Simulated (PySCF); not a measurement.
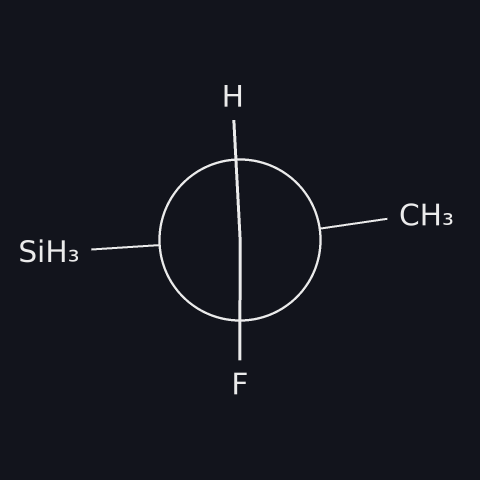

A Newman projection along the B–B bond, boron in front; angles are drawn as computed, but eclipsed bonds slightly apart. Computed geometry: PBE0-D3(BJ)/def2-SVP optimisation. No frequency run is at hand to confirm it as a minimum.

Q: Which molecule is it?

A: CH7B2FSi, CB([SiH3])BF

Q: What is the torsion angle from the front F to the back SiH3? The sign is positive where the front bond must turn clockwise to cover the back bond.

A: 86°, about perpendicular.
